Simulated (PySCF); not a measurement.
Molecule: C₄H₉ClSi, SMILES Cl[SiH]1CCCC1.

```xyz
15

Cl     2.0542     5.0557     1.3274
Si     1.7248     3.2973     0.2624
C      2.5278     1.8244     1.1307
C      1.3592     0.8388     1.3128
C      0.0666     1.6306     1.5429
C     -0.0524     2.6993     0.4452
H      2.1709     3.5621    -1.1352
H      3.3800     1.3896     0.5875
H      2.9082     2.1685     2.1070
H      1.2453     0.2302     0.3984
H      1.5474     0.1304     2.1355
H      0.1176     2.1256     2.5290
H     -0.8121     0.9662     1.5712
H     -0.7775     3.4924     0.6786
H     -0.3646     2.2395    -0.5095
```

GIAO shifts, PBE0/6-311+G(2d,p), PySCF, at a PBE0-D3(BJ)/def2-SVP geometry (no frequency check), against HCl for ³⁵Cl and TMS for ²⁹Si computed at the same level (Cl: the usual scale starts at aqueous chloride instead). Gas phase, fully decoupled, line heights follow the number of nuclei, widths are arbitrary (no quadrupolar broadening); values of one conformer, averaged over nuclei that symmetry, rotation about single bonds or ring flips exchange, these motions taken as fast; other conformers aren't averaged in.

Question: Which ³⁵Cl signals does it give?

Answer: 1 signal.


```csv
δ (ppm),nuclei,atoms
9.3,1,Cl1
```

Question: Which ²⁹Si signals does it give?

Answer: 1 signal.


| δ (ppm) | nuclei | atoms |
| --- | --- | --- |
| 32.9 | 1 | Si2 |

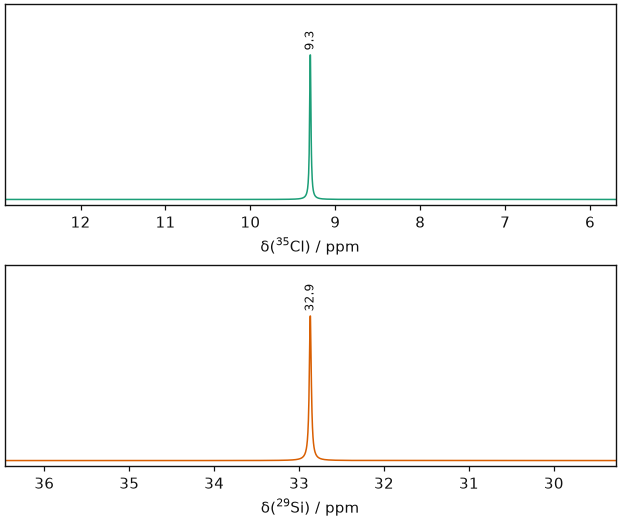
